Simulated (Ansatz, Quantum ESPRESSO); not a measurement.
# H on top sites of TaN(001): the work function of the upper face at a withheld member of a series

Method. Quantum ESPRESSO 7.5, PBE, GBRV ultrasoft. Slabs of 3 layers, covered on the upper face; adsorbates and the top layer relax in a periodic cell, the rest is held (the clean slab relaxes both outer layers); a run under open boundaries (ESM, bc1) gives both vacuum levels. Cells of one to 6 surface sites carry the coverages, on meshes of like density; cold smearing of 0.02 Ry. The slabs take the lattice constants of the bulk relaxed by the same program. The series steps the coverage.

| coverage | work function of the upper face (eV) |
| --- | --- |
| 0 ML | 3.363 |
| 0.1667 ML | 3.929 |
| 0.25 ML | 4.159 |
| 0.3333 ML | 4.445 |
| 0.5 ML | 4.968 |
| 0.75 ML | 5.601 |
| 1 ML | 6.241 |

**Question.** What is the work function of the upper face at 0.6667 ML?

**Fit.** The rows at 0.5 ML and 0.75 ML give a slope of (5.601 − (4.968))/(0.75 − (0.5)) = 2.532, so a straight line gives 5.390 eV. A parabola through these and the row at 0.3333 ML gives 5.410 eV.

**The withheld run.** 5.377 eV. The line misses by +0.013 and the parabola by +0.033 eV. The line does better here.

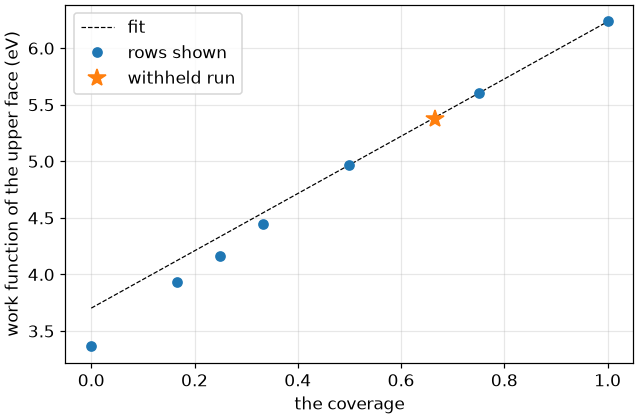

The rows shown, the fit and the withheld run.

**Limits.** Thin slabs, one site and one ordered pattern a coverage; no reconstruction or subsurface sites; meshes differ a little between cells.
